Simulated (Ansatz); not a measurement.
**NiPbS3: relaxing a made-up structure**

Starting from a made-up structure for NiPbS3, the aim is the relaxed cell, its shortest contacts and, where a second run follows, its electronic structure.

Calculated with Ansatz 0.2.0; DFT, PBEsol, plane-wave PAW, files of the set soft_1, scalar-relativistic, ferromagnetic start, cell and ions relaxed at zero pressure; PAW set soft_1, in the first sound run; inputs show where later runs differ.

## 1. Starting point

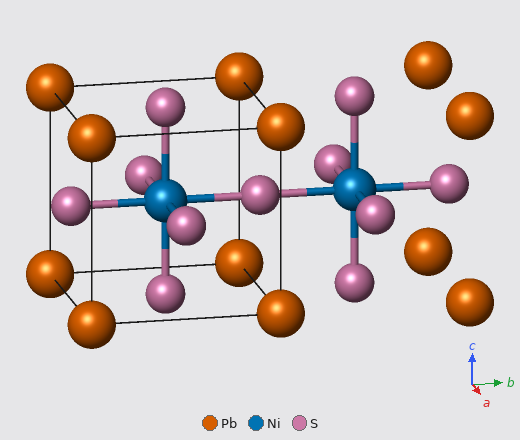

Start, viewed slightly off an axis; lead orange, nickel blue, sulfur pink. 1×2×1 cells are drawn. Some periodic images of atoms are drawn too.

## 2. Relaxation of the guess

The guess takes its coordinates from another compound and its volume from a rule, so the cell and any free coordinates are relaxed together.

input.yaml reads:

```yaml
crystal:
  lattice:
    - [4.813, 0.0, 0.0]
    - [0.0, 4.813, 0.0]
    - [0.0, 0.0, 4.813]
  atoms:
    - { symbol: Pb, position: [0.0, 0.0, 0.0] }
    - { symbol: Ni, position: [0.5, 0.5, 0.5], spin: 1.0 }
    - { symbol: S, position: [0.5, 0.5, 0.0] }
    - { symbol: S, position: [0.0, 0.5, 0.5] }
    - { symbol: S, position: [0.5, 0.0, 0.5] }
magnetization:
  spin_polarized: true
kpoints:
  mp_grid: { grid: [6, 6, 6] }
scf:
  occupations: { method: fermi_dirac, width: 0.05 }
hamiltonian:
  xc: pbesol
  pseudopotentials: { kind: paw, azcp: { folder: soft_1 }, xc_functional: pbe }
relax:
  f_tol: 0.015
  max_steps: 70
  cell: {}
output:
  forces: true
  stress: true
```

On the command line:

```sh
ansatz run input.yaml --threads 4 --pin off --max-ram 8192MiB --backend cpu --events-out ev --progress --plain --runs-dir out
```

Numbers of over 12 decimals in the logs are rounded to 6 here.

The program printed:

```text
Engine: ansatz 0.2.0, aarch64-unknown-linux-gnu
Pseudopotentials: kind: paw
Pseudopotential: Pb, paw, valence charge 14, recommended cutoff 420 eV (normal), soft_1/Pb.paw.azcp
Pseudopotential: Ni, paw, valence charge 18, recommended cutoff 420 eV (normal), soft_1/Ni.paw.azcp
Pseudopotential: S, paw, valence charge 6, recommended cutoff 420 eV (normal), soft_1/S.paw.azcp
Functional definition: PBEsol
  exchange = pbesol_x
  correlation = pbesol_c
Crystal: 5 atoms, lattice volume = 111.493 Å³
Basis set: ecut = 420 eV, 2109 PW (Γ), exchange–correlation on 72×72×72 points (8 copies of the dense FFT grid, shifted against one another)
Bands: 31, of which v1, the nominal top of the filled ones, is band 25 counted from 1 (24 counted from 0)
Symmetry: 48 space group operations
Space group: Pm-3m (ITA 221), of the structure as read, at distance tolerance 4.8e-5 Å
Magnetic group: BNS 221.92 (UNI 1594), of the structure as read, at distance tolerance 4.8e-5 Å
k-points: 20 of 216
Non-local potential: Pb, projectors of the file, l = 0: 2, l = 1: 2, l = 2: 2, l = 3: 1
Non-local potential: Ni, projectors of the file, l = 0: 3, l = 1: 2, l = 2: 3, l = 3: 1
Non-local potential: S, projectors of the file, l = 0: 2, l = 1: 2, l = 2: 1
PAW form: soft (Blöchl's): semilocal exchange-correlation on the pseudo side does not see the compensation charge
PAW frozen core: Pb, regenerated for the run's functional, and the local potential with it (the file was generated under x = pbe(κ = 0.804, μ = 0.219515), c = pbe(β = 0.066725))
PAW frozen core: Ni, regenerated for the run's functional, and the local potential with it (the file was generated under x = pbe(κ = 0.804, μ = 0.219515), c = pbe(β = 0.066725))
PAW frozen core: S, regenerated for the run's functional, and the local potential with it (the file was generated under x = pbe(κ = 0.804, μ = 0.219515), c = pbe(β = 0.066725))
PAW one-centre angular grid: Pb, 590 points (default); XC on 64 Gauss nodes
PAW one-centre angular grid: Ni, 590 points (default); XC on 64 Gauss nodes
PAW one-centre angular grid: S, 110 points (default); XC on 64 Gauss nodes
Initial density: superposition of atomic densities (chi_scale 0.1, normalization cell, long waves kept (reshape's long-wave potential 0.03 eV rms))
Starting moments: Σ|m| = 1 μB on 1 of 5 sites
Initial wavefunctions: pseudopotential atomic-orbital guess
Functional: x = pbesol(κ = 0.804, μ = 0.123457), c = pbesol(β = 0.046)
SCF iter   1: F=—  HF=-20215.746467 eV  |F-HF|=—  |Δ(HF+E_count)|=         —  Δρ=5.09e-2 (↑2.87e-2 ↓5.09e-2)  dr2=9.41e0  dr2_m=1.49e-1  M=0.939 μB ∫|m|=0.940 μB  β_m=0.30  ethr=3.10e-3  ⟨swp⟩=8.4  Hψ=6183  notcnv=0
Mixer restart at iter 1: flushing history
preconditioner: auto → Kerker (q_TF=auto, 2.387 Å⁻¹)  [metal: Δε(μ)=0.011 eV  Ē_g=9.651 eV  σ=0.050 eV  W_gap=0.06  n_scr=26 (ndim 8)  ℏωp=22.8 eV  f_vac=0.000  D(μ)=8.32/eV (n_scr^D=80)]
spin=Collinear: Kerker preconditioning applied to the charge; magnetization (m = ρ↑ − ρ↓) channel mixes plain (no charge-response kernel on spin).
SCF iter   2: F=—  HF=-20216.828183 eV  |F-HF|=—  |Δ(HF+E_count)|=    1.08e0  Δρ=1.72e-2 (↑1.56e-2 ↓1.72e-2)  dr2=2.83e0  dr2_m=7.06e-2  M=0.926 μB ∫|m|=0.928 μB  β_m=0.35  ethr=3.10e-3  ⟨swp⟩=2.8  Hψ=2900  notcnv=0  defer=14
SCF iter   3: F=—  HF=-20216.591768 eV  |F-HF|=—  |Δ(HF+E_count)|=   2.36e-1  Δρ=2.35e-2 (↑9.44e-3 ↓2.35e-2)  dr2=2.55e0  dr2_m=1.32e-1  M=0.739 μB ∫|m|=0.745 μB  β_m=0.11  ethr=3.10e-3  ⟨swp⟩=2.8  Hψ=1809  notcnv=0  defer=14
SCF iter   4: F=—  HF=-20216.657349 eV  |F-HF|=—  |Δ(HF+E_count)|=   6.56e-2  Δρ=1.51e-2 (↑1.51e-2 ↓1.19e-2)  dr2=1.16e0  dr2_m=1.00e-1  M=0.612 μB ∫|m|=0.638 μB  β_m=0.25  ethr=3.10e-3  ⟨swp⟩=2.0  Hψ=1720  notcnv=0  defer=14
SCF iter   5: F=—  HF=-20216.411760 eV  |F-HF|=—  |Δ(HF+E_count)|=   2.46e-1  Δρ=1.27e-2 (↑1.27e-2 ↓5.22e-3)  dr2=2.72e-1  dr2_m=5.36e-2  M=0.216 μB ∫|m|=0.327 μB  β_m=0.53  ethr=2.33e-3  ⟨swp⟩=3.0  Hψ=1885  notcnv=0  defer=15
SCF iter   6: F=—  HF=-20216.346128 eV  |F-HF|=—  |Δ(HF+E_count)|=         —  Δρ=2.16e-3 (↑2.16e-3 ↓1.57e-3)  dr2=1.94e-2  dr2_m=1.49e-3  M=-0.065 μB ∫|m|=0.147 μB  β_m=0.53  ethr=5.44e-4  ⟨swp⟩=3.0  Hψ=2671  notcnv=0  defer=17
Mixer restart at iter 6: flushing history
SCF iter   7: F=—  HF=-20216.344961 eV  |F-HF|=—  |Δ(HF+E_count)|=   1.17e-3  Δρ=3.46e-3 (↑2.43e-3 ↓3.46e-3)  dr2=1.46e-2  dr2_m=9.34e-4  M=-0.050 μB ∫|m|=0.113 μB  β_m=0.47  ethr=3.88e-5  ⟨swp⟩=2.0  Hψ=1887  notcnv=0  defer=17
SCF iter   8: F=—  HF=-20216.347559 eV  |F-HF|=—  |Δ(HF+E_count)|=   2.60e-3  Δρ=1.04e-3 (↑1.04e-3 ↓9.21e-4)  dr2=1.55e-3  dr2_m=8.03e-4  M=-0.043 μB ∫|m|=0.095 μB  β_m=0.56  ethr=2.91e-5  ⟨swp⟩=2.0  Hψ=2457  notcnv=0  defer=17
SCF iter   9: F=—  HF=-20216.349029 eV  |F-HF|=—  |Δ(HF+E_count)|=   1.47e-3  Δρ=1.95e-3 (↑9.03e-4 ↓1.95e-3)  dr2=5.30e-3  dr2_m=3.87e-4  M=-0.028 μB ∫|m|=0.059 μB  β_m=0.71  ethr=3.10e-6  ⟨swp⟩=2.0  Hψ=2317  notcnv=0  defer=17
SCF iter  10: F=—  HF=-20216.349307 eV  |F-HF|=—  |Δ(HF+E_count)|=   2.78e-4  Δρ=8.76e-4 (↑2.20e-4 ↓8.76e-4)  dr2=5.97e-4  dr2_m=1.71e-4  M=-0.019 μB ∫|m|=0.040 μB  β_m=0.85  ethr=3.10e-6  ⟨swp⟩=2.0  Hψ=1730  notcnv=0  defer=17
SCF iter  11: F=—  HF=-20216.349498 eV  |F-HF|=—  |Δ(HF+E_count)|=   1.91e-4  Δρ=2.01e-4 (↑1.77e-4 ↓2.01e-4)  dr2=1.08e-5  dr2_m=3.44e-5  M=-0.010 μB ∫|m|=0.020 μB  β_m=0.84  ethr=1.19e-6  ⟨swp⟩=2.0  Hψ=1659  notcnv=0  defer=17
SCF iter  12: F=—  HF=-20216.349554 eV  |F-HF|=—  |Δ(HF+E_count)|=   5.55e-5  Δρ=7.11e-5 (↑7.11e-5 ↓4.64e-5)  dr2=4.23e-6  dr2_m=3.24e-6  M=-0.004 μB ∫|m|=0.008 μB  β_m=0.85  ethr=2.16e-8  ⟨swp⟩=2.3  Hψ=2264  notcnv=0  defer=17
SCF iter  13: F=—  HF=-20216.349557 eV  |F-HF|=—  |Δ(HF+E_count)|=   3.43e-6  Δρ=2.51e-5 (↑2.51e-5 ↓1.44e-5)  dr2=1.07e-6  dr2_m=2.20e-7  M=-0.001 μB ∫|m|=0.002 μB  β_m=0.93  ethr=8.46e-9  ⟨swp⟩=2.0  Hψ=1747  notcnv=0  defer=17
SCF iter  14: F=—  HF=-20216.349558 eV  |F-HF|=—  |Δ(HF+E_count)|=   2.87e-7  Δρ=4.71e-6 (↑3.49e-6 ↓4.71e-6)  dr2=8.20e-9  dr2_m=1.60e-8  M=-0.000 μB ∫|m|=0.001 μB  β_m=0.96  ethr=2.14e-9  ⟨swp⟩=2.0  Hψ=1763  notcnv=0  defer=17
SCF iter  15: F=—  HF=-20216.349558 eV  |F-HF|=—  |Δ(HF+E_count)|=   4.36e-8  Δρ=3.67e-6 (↑2.79e-6 ↓3.67e-6)  dr2=3.93e-8  dr2_m=3.83e-10  M=-0.000 μB ∫|m|=0.000 μB  β_m=0.96  ethr=1.64e-11  ⟨swp⟩=3.5  Hψ=2835  notcnv=0  defer=17
SCF iter  16: F=—  HF=-20216.349558 eV  |F-HF|=—  |Δ(HF+E_count)|=   2.61e-9  Δρ=1.62e-6 (↑1.47e-6 ↓1.62e-6)  dr2=8.22e-9  dr2_m=3.21e-11  M=-0.000 μB ∫|m|=0.000 μB  β_m=0.98  ethr=1.64e-11  ⟨swp⟩=2.0  Hψ=1683  notcnv=0  defer=17
[...]
relax step   4: F+E_penalty+E_count = -20217.19113589 eV  Δ(F+E_penalty+E_count) = -9.979e-3 eV  max|allowed force component| = 1.070e-29 eV/Å  Δτ_max = 0.0000 Å  P = -0.145 GPa  Ω = 91.916 Å³  energy of the carried Pulay correction = +3.704e-3 eV  (9 SCF iters, dr2 threshold 5.00e-7 eV, accepted)
[...]
relax step   5: F+E_penalty+E_count = -20217.19123391 eV  Δ(F+E_penalty+E_count) = -9.801e-5 eV  max|allowed force component| = 6.669e-29 eV/Å  Δτ_max = 0.0000 Å  P = -0.003 GPa  Ω = 91.771 Å³  energy of the carried Pulay correction = +3.734e-3 eV  (7 SCF iters, dr2 threshold 5.29e-8 eV, accepted)
Basis set: ecut = 420 eV, 1791 PW (Γ), exchange–correlation on 64×64×64 points (8 copies of the dense FFT grid, shifted against one another)
Initial wavefunctions: pseudopotential atomic-orbital guess (no wavefunctions were taken with the density)
iter 1 solved again at ethr=7.89e-7 eV; its pass at ethr=3.10e-3 eV (dr2=3.95e-4 eV) is discarded
SCF iter   1: F=—  HF=-20217.187542 eV  |F-HF|=—  |Δ(HF+E_count)|=         —  Δρ=3.28e-4 (↑3.28e-4 ↓3.28e-4)  dr2=2.63e-4  dr2_m=6.36e-13  M=-0.000 μB ∫|m|=0.000 μB  β_m=0.65  ethr=7.89e-7  ⟨swp⟩=3.6  Hψ=9658  notcnv=0
preconditioner: auto → Resta (q_TF=auto, 2.466 Å⁻¹)  ε∞=6.4  [insulator: Δε(μ)=0.174 eV  Ē_g=10.833 eV  σ=0.050 eV  W_gap=0.64  n_scr=26 (ndim 8)  ℏωp=25.1 eV  f_vac=0.000  D(μ)=1.81/eV (n_scr^D=6)  ε∞_Penn≈6.4]
spin=Collinear: Resta preconditioning applied to the charge; magnetization (m = ρ↑ − ρ↓) channel mixes plain (no charge-response kernel on spin).
SCF iter   2: F=—  HF=-20217.187465 eV  |F-HF|=—  |Δ(HF+E_count)|=   7.66e-5  Δρ=1.16e-4 (↑1.16e-4 ↓1.16e-4)  dr2=1.50e-5  dr2_m=1.29e-13  M=-0.000 μB ∫|m|=0.000 μB  β_m=0.48  ethr=5.26e-7  ⟨swp⟩=2.0  Hψ=1690  notcnv=0
SCF iter   3: F=—  HF=-20217.187496 eV  |F-HF|=—  |Δ(HF+E_count)|=   3.01e-5  Δρ=8.65e-5 (↑8.65e-5 ↓8.65e-5)  dr2=1.55e-5  dr2_m=1.10e-13  M=-0.000 μB ∫|m|=0.000 μB  β_m=0.45  ethr=3.00e-8  ⟨swp⟩=2.6  Hψ=2309  notcnv=0
SCF iter   4: F=—  HF=-20217.187496 eV  |F-HF|=—  |Δ(HF+E_count)|=   8.94e-7  Δρ=4.18e-5 (↑4.18e-5 ↓4.18e-5)  dr2=4.80e-6  dr2_m=2.31e-13  M=-0.000 μB ∫|m|=0.000 μB  β_m=0.73  ethr=3.00e-8  ⟨swp⟩=2.0  Hψ=1616  notcnv=0
SCF iter   5: F=—  HF=-20217.187518 eV  |F-HF|=—  |Δ(HF+E_count)|=   2.12e-5  Δρ=5.51e-5 (↑5.51e-5 ↓5.51e-5)  dr2=9.70e-6  dr2_m=1.25e-13  M=-0.000 μB ∫|m|=0.000 μB  β_m=0.86  ethr=9.60e-9  ⟨swp⟩=2.0  Hψ=1684  notcnv=0
SCF iter   6: F=—  HF=-20217.187533 eV  |F-HF|=—  |Δ(HF+E_count)|=   1.52e-5  Δρ=3.28e-5 (↑3.28e-5 ↓3.28e-5)  dr2=3.53e-6  dr2_m=1.46e-12  M=-0.000 μB ∫|m|=0.000 μB  β_m=0.91  ethr=9.60e-9  ⟨swp⟩=2.8  Hψ=2324  notcnv=0
SCF iter   7: F=—  HF=-20217.187536 eV  |F-HF|=—  |Δ(HF+E_count)|=   2.70e-6  Δρ=1.79e-6 (↑1.79e-6 ↓1.72e-6)  dr2=1.08e-8  dr2_m=1.00e-12  M=0.000 μB ∫|m|=0.000 μB  β_m=0.89  ethr=7.06e-9  ⟨swp⟩=2.4  Hψ=2231  notcnv=0
SCF iter   8: F=—  HF=-20217.187536 eV  |F-HF|=—  |Δ(HF+E_count)|=   9.52e-8  Δρ=3.51e-7 (↑3.33e-7 ↓3.51e-7)  dr2=1.72e-10  dr2_m=1.09e-13  M=0.000 μB ∫|m|=0.000 μB  β_m=0.94  ethr=2.17e-11  ⟨swp⟩=3.1  Hψ=2500  notcnv=0
SCF iter   9: F=—  HF=-20217.187536 eV  |F-HF|=—  |Δ(HF+E_count)|=   4.95e-9  Δρ=2.68e-7 (↑2.68e-7 ↓2.62e-7)  dr2=2.39e-10  dr2_m=8.85e-15  M=-0.000 μB ∫|m|=0.000 μB  β_m=0.94  ethr=1.00e-12  ⟨swp⟩=2.8  Hψ=2204  notcnv=0
SCF iter  10: F=—  HF=-20217.187536 eV  |F-HF|=—  |Δ(HF+E_count)|=  4.22e-10  Δρ=1.94e-8 (↑1.87e-8 ↓1.94e-8)  dr2=1.95e-12  dr2_m=1.49e-16  M=-0.000 μB ∫|m|=0.000 μB  β_m=0.97  ethr=1.00e-12  ⟨swp⟩=2.5  Hψ=2135  notcnv=0
SCF iter  11: F=-20217.187536 eV  HF=-20217.187536 eV  |F-HF|=7.28e-12  |Δ(HF+E_count)|=  7.28e-12  Δρ=4.11e-8 (↑4.08e-8 ↓4.11e-8)  dr2=5.33e-12  dr2_m=1.65e-17  M=0.000 μB ∫|m|=0.000 μB  ethr=1.00e-12  ⟨swp⟩=3.0  Hψ=3863  notcnv=0
the starting moments were not kept: the SCF closed with an absolute magnetisation of 2.5e-9 μB, where they sum to 1 μB in size (1 site). That is at most 0.1 of that sum. Measured as dr2_m measures the in/out step, that magnetisation stands 6.1e-18 eV from none, at or under the dr2_threshold of 5.0e-11 eV: it is no larger than a step whose dr2_m would equal this threshold.
SCF 6 converged in 11 iterations: F = -20217.187536 eV  dr2 = 5.33e-12
relax step   6: F+E_penalty+E_count = -20217.18753566 eV  Δ(F+E_penalty+E_count) = +3.698e-3 eV  max|allowed force component| = 3.923e-29 eV/Å  Δτ_max = 0.0000 Å  P = -0.008 GPa  Ω = 91.771 Å³  stress off target by 8.46e-3 GPa  SCF on the basis re-selected at this cell (its energy is not comparable with the rows above)  (11 SCF iters)
basis re-selected at this cell: Δ(F+E_penalty+E_count) = +3.698e-3 eV, ΔP = -0.006 GPa vs the last step (what re-selecting the basis moved, of the pressure what is left beyond the Pulay correction that the steps carried, after the strain that the cell walked since its last selection, with what the two solves' SCF thresholds leave and, on support functions, any second-order correction that the steps lacked; it is no measure of the basis error at this ecutwfc). The dense FFT grid was sized anew with the basis: this SCF ran on 32×32×32 points, the steps before it on 36×36×36, so part of this shift can come from that change (see relax.cell in the input reference). [rest of the remark cut]
SCF converged after 11 iterations
Magnetization: 0.0000 μB (25.0000 up, 25.0000 down)
Absolute magnetization: 0.0000 μB (∫|ρ↑−ρ↓|, with the PAW one-centre terms)
Spin contamination: 0.0000 ħ² per cell (⟨S²⟩ above its minimum at these occupations)
Per-site moments (μB) at R_I (Å): [(-8.199741729963384e-11, 1.315659), (1.086243894943096e-9, 0.930312), (-4.667519797650178e-11, 0.930312), (-4.6675209502817414e-11, 0.930312), (-4.667482738220705e-11, 0.930312)]
Free energy (F): -20217.187536 eV
Harris-Foulkes:  -20217.187536 eV  (|F-HF|=7.28e-12)
Internal energy: -20217.170921 eV  (E = F + TS)
E sigma→0 (E₀):  -20217.179228 eV
Entropy (-TS):   -0.016614 eV (-3.323 meV/atom)
Fermi energy:    9.612529 eV
--- Per-component energies (eV) ---
  E_band       = -420.988822
  E_kinetic    = 947.044075
  E_local      = -5726.939802  (includes V_loc(G=0)·N_el)
  E_nonlocal   = 297.595244
  E_hartree    = 2742.341693
  E_xc         = -580.186202
  E_vxc        = -530.819366  (∫ρ·V_xc dr)
  E_paw        = -13639.483761  (= ΣΔE_a)
  E_vpaw       = -892.552975  (= ΣTr[D̂ρ^β])
  E_aug_tail   = 0.000833  (compensation charges beyond the density's cutoff)
  E_ewald      = -4257.988308
  E_core_change = 0.445308  (= ΣΔE_core)
  E_smearing   = -0.016614  (= −TS)
  E_closure    = 0.000000  (closes the sum)
  Σ components = -20217.187536   (vs F -20217.187536, Δ=0.00e0)
--- Forces (eV/Å), atoms counted from 1 ---
  atom   1  Pb    -0.00000000     0.00000000    -0.00000000
  atom   2  Ni     0.00000000    -0.00000000     0.00000000
  atom   3  S      0.00000000     0.00000000     0.00000000
  atom   4  S      0.00000000    -0.00000000     0.00000000
  atom   5  S      0.00000000    -0.00000000    -0.00000000
  max |Σ_I F_I| component: 5.63e-29 eV/Å
--- Stress (GPa, compression-positive) ---
       -0.008458      -0.000000      -0.000000
       -0.000000      -0.008458      -0.000000
       -0.000000      -0.000000      -0.008458
  P = ⅓ Tr σ = -0.0085 GPa (-0.085 kbar)
--- Relaxed structure (5 steps of the walk, 5 accepted, 1 SCFs on fresh bases) ---
  F+E_penalty+E_count = -20217.18753566 eV   max|allowed force component| = 3.923e-29 eV/Å   (the final SCF, on the basis selected at the relaxed cell)
  cell:  # Å, volume = 91.7706 Å³
    - [4.510602, 0, 0]
    - [0, 4.510602, 0]
    - [0, 0, 4.510602]
  atoms:
    - { symbol: Pb, position: [0, 0, 0] }
    - { symbol: Ni, position: [0.5, 0.500000, 0.5] }
    - { symbol: S, position: [0.5, 0.500000, 0] }
    - { symbol: S, position: [0, 0.500000, 0.5] }
    - { symbol: S, position: [0.5, 0, 0.5] }
```

It took 20 s on 4 threads of Arm Neoverse V1, shared host; peak memory 0.55 GiB; 65 s of CPU time.

The steps of the relaxation:

| step | energy less that of the first step (eV) | largest force component (eV/Å) | pressure (GPa) | volume (Å³) |
| --- | --- | --- | --- | --- |
| 1 | 0.0000 | 0.0000 | -11.34 | 111.49 |
| 2 | -0.7905 | 0.0000 | -3.68 | 95.97 |
| 3 | -0.8316 | 0.0000 | 1.89 | 89.96 |
| 4 | -0.8416 | 0.0000 | -0.15 | 91.92 |
| 5 | -0.8417 | 0.0000 | 0.00 | 91.77 |
| 6* | -0.8380 | 0.0000 | -0.01 | 91.77 |

Relaxation steps marked * repeat the geometry before them on a plane-wave basis chosen anew for their cell, so energy and pressure can jump there.

Forces are held to the 48 operations that the run works with; a distortion that breaks them can't arise in this run.

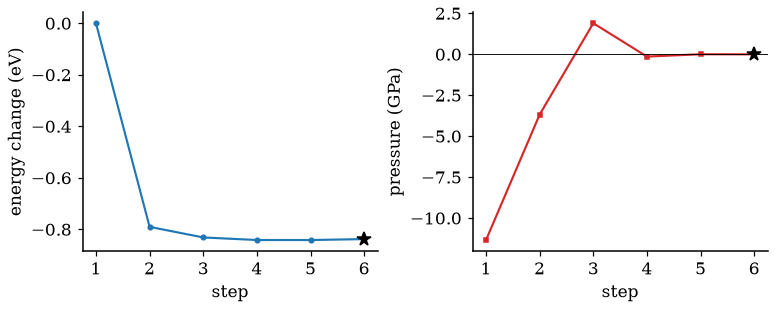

Energy and pressure along the relaxation. Stars mark steps on a basis chosen anew.

| conventional cell, symmetrised | before | after | change |
| --- | --- | --- | --- |
| a (Å) | 4.813 | 4.511 | -6.3 % |
| b (Å) | 4.813 | 4.511 | -6.3 % |
| c (Å) | 4.813 | 4.511 | -6.3 % |
| volume (Å³/atom) | 22.30 | 18.35 | -17.7 % |

Final coordinates:

```cif
data_structure
_symmetry_space_group_name_H-M 'P 1'
_symmetry_Int_Tables_number 1
_cell_length_a 4.5106
_cell_length_b 4.5106
_cell_length_c 4.5106
_cell_angle_alpha 90.000
_cell_angle_beta 90.000
_cell_angle_gamma 90.000
_cell_volume 91.77
loop_
_atom_site_label
_atom_site_type_symbol
_atom_site_fract_x
_atom_site_fract_y
_atom_site_fract_z
_atom_site_occupancy
Pb1 Pb 0.00000 0.00000 0.00000 1
Ni2 Ni 0.50000 0.50000 0.50000 1
S3 S 0.50000 0.50000 0.00000 1
S4 S 0.00000 0.50000 0.50000 1
S5 S 0.50000 0.00000 0.50000 1
```

Numbers from this step:

| Quantity | Value |
| --- | --- |
| free energy | -20217.1875 eV |
| energy at zero smearing | -20217.1792 eV |
| smearing term TS | 0.01661 eV |
| Fermi energy | 9.613 eV |
| electrons | 50 |
| symmetry operations | 48 |
| pressure | -0.008458 GPa |

The shortest distance of each pair, which need not be the same contact before and after:

| pair | guess (Å) | relaxed (Å) |
| --- | --- | --- |
| Ni–S | 2.406 | 2.255 |
| Pb–S | 3.403 | 3.189 |
| S–S | 3.403 | 3.189 |
| Ni–Pb | 4.168 | 3.906 |
| Pb–Pb | 4.813 | 4.511 |

The relaxation ends with a pressure of -0.01 GPa. The starting moments have collapsed: the run ends non-magnetic.

[end of part 1 of 2]

[Logs are printed without paths, hosts, clocks, repeated set-up lines and the standing remarks that a program may print on its own settings, such as how far it seeks lower states.]

[Hosts, paths, dates, database ids (printed as entryN), source tags and the programs' standing remarks are cut or masked in the printed files.]
